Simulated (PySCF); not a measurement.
C$_{2}$H$_{3}$Al (charge +1): geometry relaxation (part 2 of 2)

Continued. System: C$_{2}$H$_{3}$Al, charge +1, multiplicity 2. Method: HF/3-21G, UHF (PySCF 2.14.0). The atoms were displaced at random from an optimised geometry. The geometry is that of the parent species in another charge or spin state.

Geometry of the input (Å):
```
C  -0.7994  -1.6477  -0.2633
C  -0.2517  -0.5189  -0.1016
Al 0.5815  1.1461  0.1664
H  -1.2702  -2.5892  -0.4732
H  1.3679  1.8251  -0.9596
H  0.4265  1.7838  1.6136
```

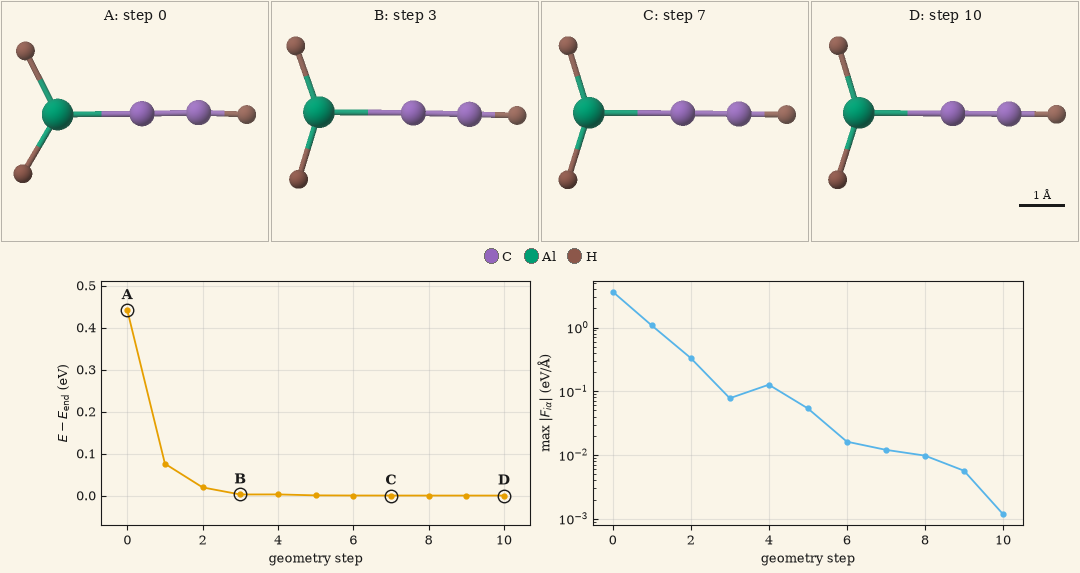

*Frames of the relaxation (ball-and-stick view, seen at a tilt) above the curves, on which the letters mark them (steps are counted from 0).*

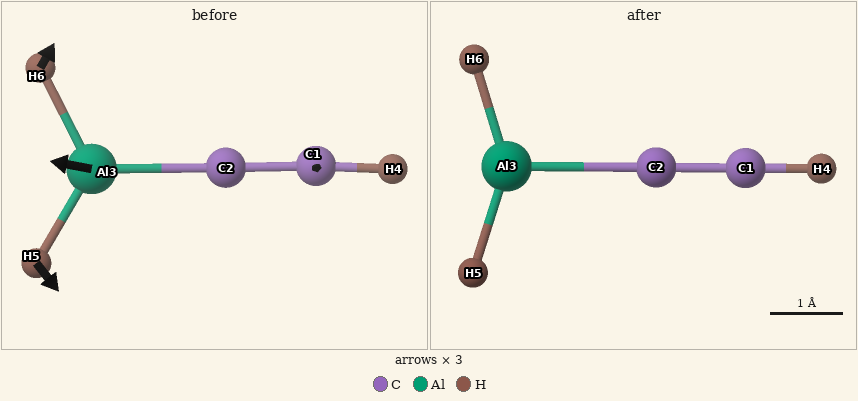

*Before (left) and after (right) the relaxation, at one scale (ball-and-stick view, seen at a tilt). The black arrows give the displacements, magnified 3 times.*

After 10 geometry steps the energy has fallen by 0.441 eV. The largest force component goes from 3.7 to 0.0012 eV/Å. The atom that moves furthest after the best rigid fit is Al3 (0.20 Å). Largest moves by element: Al 0.20 Å, H 0.17 Å, C 0.03 Å. Among the contacts that change: C2–Al3 1.881 → 2.096 Å, Al3–H5 1.532 → 1.566 Å, Al3–H6 1.589 → 1.566 Å, C1–C2 1.265 → 1.252 Å. Among the angles that change: H5–Al3–H6 122.8° → 145.5°, C2–Al3–H5 121.0° → 107.3°, C2–Al3–H6 116.2° → 107.2°. (Atoms are counted from 1 in the order of the input.)

```
Step   10 : Displace = 7.648e-04/1.052e-03 (rms/max) Trust = 6.551e-02 (+) Grad = 1.886e-05/3.239e-05 (rms/max) E (change) = -317.2440997316 (-1.192e-07) Quality = 1.162
Hessian Eigenvalues: 4.19938e-02 4.99999e-02 5.00000e-02 ... 2.55612e-01 3.68585e-01 7.97174e-01
Converged! =D

converged: True
C          -0.80263706       -1.64842544       -0.29705918
C          -0.25631122       -0.53914593       -0.09911090
Al          0.65814546        1.31806709        0.23221950
H          -1.26612142       -2.58970998       -0.46518666
H           1.36495433        1.73224221       -1.10202667
H           0.35668291        1.72618105        1.71340992

WARN: HOMO -0.277324306427631 >= LUMO -0.277324306427631

converged SCF energy = -317.244099731591  <S^2> = 0.77321391  2S+1 = 2.0230807
Final energy -317.2440997315914
Mode                                 0                   1                   2
Irrep
Freq [cm^-1]                      219.1746            270.4924            423.5413
Reduced mass [au]                   1.9430              3.5774             10.0462
Force const [Dyne/A]                0.0550              0.1542              1.0618
Char temp [K]                     315.3434            389.1784            609.3816
Normal mode                   x     y     z       x     y     z       x     y     z
       0   C                -0.03 -0.00  0.10    0.09 -0.05  0.03   -0.07 -0.14 -0.02
       1   C                 0.06  0.00 -0.17   -0.19  0.11 -0.07   -0.06 -0.12 -0.02
       2  Al                -0.00 -0.00  0.01    0.02 -0.01  0.01    0.06  0.11  0.02
       3   H                -0.13 -0.00  0.37    0.33 -0.19  0.12   -0.07 -0.14 -0.02
       4   H                 0.12  0.33  0.18    0.14 -0.08  0.05    0.04  0.08  0.01
       5   H                -0.21 -0.33  0.07    0.14 -0.08  0.05    0.04  0.08  0.02
Mode                                 3                   4                   5
Irrep
Freq [cm^-1]                      496.9539            640.3233            712.6772
Reduced mass [au]                   1.3840              1.1614              1.0567
Force const [Dyne/A]                0.2014              0.2806              0.3162
Char temp [K]                     715.0060            921.2826           1025.3838
Normal mode                   x     y     z       x     y     z       x     y     z
       0   C                -0.00 -0.00  0.01    0.01 -0.00  0.00   -0.00 -0.01 -0.00
       1   C                 0.04  0.00 -0.13   -0.04  0.02 -0.01   -0.00 -0.01 -0.00
       2  Al                -0.02 -0.00  0.05    0.05 -0.03  0.02   -0.02 -0.04 -0.01
       3   H                -0.10 -0.00  0.29    0.06 -0.03  0.02   -0.00 -0.01 -0.00
       4   H                -0.19 -0.48 -0.20   -0.54  0.30 -0.19    0.22  0.58  0.30
       5   H                 0.27  0.48 -0.03   -0.54  0.30 -0.19    0.36  0.58 -0.09
Mode                                 6                   7                   8
Irrep
Freq [cm^-1]                      783.1435            877.6884           1957.1111
Reduced mass [au]                   1.4651              1.3366              6.2355
Force const [Dyne/A]                0.5294              0.6067             14.0719
Char temp [K]                    1126.7691           1262.7983           2815.8472
Normal mode                   x     y     z       x     y     z       x     y     z
       0   C                -0.05 -0.00  0.13    0.11 -0.06  0.04   -0.08 -0.16 -0.03
       1   C                 0.03  0.00 -0.09   -0.05  0.03 -0.02    0.09  0.19  0.03
       2  Al                -0.00 -0.00  0.01    0.00 -0.00  0.00   -0.00 -0.00 -0.00
       3   H                 0.27  0.00 -0.76   -0.71  0.40 -0.25   -0.13 -0.26 -0.05
       4   H                -0.03 -0.06 -0.02   -0.00  0.00 -0.00   -0.00 -0.00  0.00
       5   H                 0.04  0.06  0.00   -0.00  0.00 -0.00    0.00 -0.00 -0.00
Mode                                 9                  10                  11
Irrep
Freq [cm^-1]                     2090.1490           2144.7944           3506.4813
Reduced mass [au]                   1.0134              1.0732              1.1419
Force const [Dyne/A]                2.6085              2.9087              8.2724
Char temp [K]                    3007.2591           3085.8816           5045.0459
Normal mode                   x     y     z       x     y     z       x     y     z
       0   C                 0.00  0.00  0.00    0.00  0.00 -0.00   -0.04 -0.09 -0.02
       1   C                 0.00  0.00  0.00   -0.00 -0.00  0.00    0.01  0.02  0.00
       2  Al                 0.01  0.01  0.00    0.02  0.00 -0.05   -0.00 -0.00 -0.00
       3   H                 0.00  0.00  0.00   -0.00 -0.00  0.00    0.41  0.82  0.15
       4   H                -0.31 -0.18  0.60   -0.31 -0.19  0.58    0.00  0.00 -0.00
       5   H                 0.14 -0.17 -0.67   -0.13  0.18  0.64    0.00  0.00  0.00
temperature 298.1500 [K]
pressure 101325.00 [Pa]
Rotational constants [GHz] 112.12110 4.22440 4.07102
Symmetry number 2
Zero-point energy (ZPE) 0.03217 [Eh]   84471.490 [J/mol]
                           tot       elec      trans        rot        vib
Entropy [J/mol/K]       278.985      5.763    158.502     88.952     25.768
Cv [J/mol/K]             63.467      0.000     12.472     12.472     38.524
Cp [J/mol/K]             71.782      0.000     20.786     12.472     38.524
Internal energy [J/mol]                      3718.434   3718.434  89442.783
Internal energy [Eh]   -317.20720  -317.24410
Enthalpy [J/mol]                             6197.391   3718.434  89442.783
Enthalpy [Eh]          -317.20626
Gibbs free energy [J/mol]                  -41059.847 -22802.692  81759.971
Gibbs free energy [Eh] -317.23794
```

## Trajectory as extended XYZ (Å, eV, eV/Å), 11 frames, from step=0 to step=10
```
6
Properties=species:S:1:pos:R:3:forces:R:3 step=0 energy=-8632.21047
C    -0.7994   -1.6477   -0.2633    0.3137   0.8582  -0.1176
C    -0.2517   -0.5189   -0.1016   -1.7341  -3.6600  -0.4985
Al    0.5815    1.1461    0.1664    1.2377   3.0508   1.2911
H    -1.2702   -2.5892   -0.4732    0.1695   0.2587   0.1822
H     1.3679    1.8251   -0.9596    0.2516  -0.0721  -0.8288
H     0.4265    1.7838    1.6136   -0.2384  -0.4356  -0.0283
6
Properties=species:S:1:pos:R:3:forces:R:3 step=1 energy=-8632.57593
C    -0.8055   -1.6650   -0.2975   -0.0933  -0.1524  -0.2238
C    -0.2711   -0.5530   -0.1026   -0.2232  -0.4181   0.1433
Al    0.6070    1.2367    0.2465    0.5824   1.0801   0.0216
H    -1.2604   -2.6041   -0.5050    0.0157   0.0077   0.0757
H     1.3536    1.7425   -1.0496   -0.1238  -0.2248  -0.0026
H     0.4312    1.8422    1.6904   -0.1579  -0.2925  -0.0143
6
Properties=species:S:1:pos:R:3:forces:R:3 step=2 energy=-8632.63231
C    -0.8034   -1.6601   -0.3109    0.0034  -0.0088  -0.0988
C    -0.2708   -0.5483   -0.0970   -0.0920  -0.1001   0.1702
Al    0.6270    1.2867    0.2624    0.2499   0.3324  -0.1677
H    -1.2534   -2.6020   -0.5079   -0.0126  -0.0231   0.0214
H     1.3376    1.6926   -1.0782   -0.0386  -0.0604   0.0001
H     0.4177    1.8303    1.7138   -0.1101  -0.1401   0.0748
6
Properties=species:S:1:pos:R:3:forces:R:3 step=3 energy=-8632.64915
C    -0.8058   -1.6570   -0.3069   -0.0026  -0.0060   0.0109
C    -0.2673   -0.5481   -0.0881    0.0467   0.0744   0.0397
Al    0.6571    1.3108    0.2488   -0.0141   0.0223  -0.0778
H    -1.2613   -2.5992   -0.4902   -0.0075  -0.0020  -0.0061
H     1.3503    1.7145   -1.0975    0.0013  -0.0296   0.0046
H     0.3817    1.7783    1.7163   -0.0239  -0.0590   0.0287
6
Properties=species:S:1:pos:R:3:forces:R:3 step=4 energy=-8632.64898
C    -0.8039   -1.6526   -0.3021   -0.0060  -0.0095   0.0357
C    -0.2720   -0.5390   -0.0896    0.0229   0.0991  -0.0294
Al    0.6384    1.3329    0.2314    0.0743  -0.1267   0.0314
H    -1.2551   -2.5984   -0.4775    0.0011   0.0003  -0.0080
H     1.3697    1.7144   -1.0997   -0.0445   0.0211  -0.0153
H     0.3777    1.7419    1.7199   -0.0478   0.0157  -0.0143
6
Properties=species:S:1:pos:R:3:forces:R:3 step=5 energy=-8632.65127
C    -0.8037   -1.6511   -0.3003   -0.0078  -0.0023   0.0301
C    -0.2646   -0.5407   -0.0890    0.0340   0.0538  -0.0280
Al    0.6548    1.3226    0.2347   -0.0073  -0.0532   0.0121
H    -1.2612   -2.5938   -0.4761   -0.0002   0.0006  -0.0061
H     1.3633    1.7229   -1.1030   -0.0095   0.0005  -0.0036
H     0.3661    1.7394    1.7159   -0.0092   0.0006  -0.0044
6
Properties=species:S:1:pos:R:3:forces:R:3 step=6 energy=-8632.65161
C    -0.8026   -1.6493   -0.2993   -0.0069  -0.0010   0.0136
C    -0.2605   -0.5398   -0.0913    0.0162   0.0128  -0.0119
Al    0.6579    1.3180    0.2362   -0.0102  -0.0058  -0.0023
H    -1.2628   -2.5908   -0.4749    0.0002   0.0004  -0.0017
H     1.3600    1.7229   -1.1036    0.0015  -0.0010   0.0015
H     0.3625    1.7383    1.7151   -0.0007  -0.0053   0.0009
6
Properties=species:S:1:pos:R:3:forces:R:3 step=7 energy=-8632.65168
C    -0.8023   -1.6484   -0.2978   -0.0044   0.0019   0.0080
C    -0.2584   -0.5390   -0.0935    0.0060  -0.0049  -0.0120
Al    0.6585    1.3174    0.2344   -0.0057   0.0050   0.0012
H    -1.2640   -2.5896   -0.4714    0.0004  -0.0003   0.0000
H     1.3616    1.7264   -1.1034    0.0022  -0.0006   0.0011
H     0.3593    1.7323    1.7140    0.0016  -0.0011   0.0019
6
Properties=species:S:1:pos:R:3:forces:R:3 step=8 energy=-8632.65172
C    -0.8023   -1.6481   -0.2971   -0.0020   0.0013   0.0023
C    -0.2571   -0.5388   -0.0963   -0.0013  -0.0098  -0.0073
Al    0.6580    1.3175    0.2330    0.0015   0.0081   0.0040
H    -1.2650   -2.5893   -0.4681    0.0004  -0.0001   0.0010
H     1.3634    1.7294   -1.1027    0.0007   0.0002   0.0000
H     0.3577    1.7285    1.7136    0.0007   0.0003   0.0000
6
Properties=species:S:1:pos:R:3:forces:R:3 step=9 energy=-8632.65173
C    -0.8025   -1.6482   -0.2969   -0.0003   0.0003   0.0002
C    -0.2565   -0.5389   -0.0982   -0.0022  -0.0057  -0.0033
Al    0.6580    1.3179    0.2323    0.0024   0.0039   0.0027
H    -1.2657   -2.5894   -0.4661    0.0001   0.0000   0.0007
H     1.3645    1.7313   -1.1023   -0.0001   0.0005  -0.0002
H     0.3569    1.7265    1.7134    0.0001   0.0009  -0.0002
6
Properties=species:S:1:pos:R:3:forces:R:3 step=10 energy=-8632.65173
C    -0.8026   -1.6484   -0.2971    0.0004   0.0000  -0.0004
C    -0.2563   -0.5391   -0.0991   -0.0011  -0.0012  -0.0003
Al    0.6581    1.3181    0.2322    0.0011   0.0006   0.0007
H    -1.2661   -2.5897   -0.4652   -0.0001   0.0000   0.0003
H     1.3650    1.7322   -1.1020   -0.0002   0.0003  -0.0001
H     0.3567    1.7262    1.7134   -0.0001   0.0003  -0.0002
```

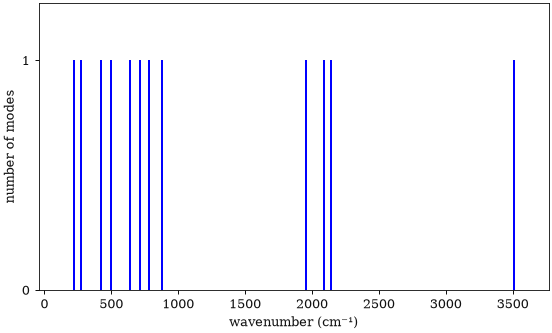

*Harmonic vibrational wavenumbers from the force constants; neighbouring modes closer than 15 cm⁻¹ are counted in one stick.*

12 modes from 219 to 3506 cm⁻¹, none imaginary.

## Results in brief

| quantity | value |
| --- | --- |
| outcome | converged |
| total energy | −317.244100 hartree |
| basis functions | 37 |
| ⟨S²⟩ | 0.773 |
| zero-point energy | 0.032173 hartree |
| wavenumbers, lowest and highest | 219 and 3506 cm⁻¹ |
| hardware | 1 thread of Arm Neoverse V1, 24 GiB of memory available, shared host |
| wall time | 7.8 s |
| peak memory | 0.14 GiB |

## Notes

Further notes kept with the run: dipole of an ion depends on the origin.
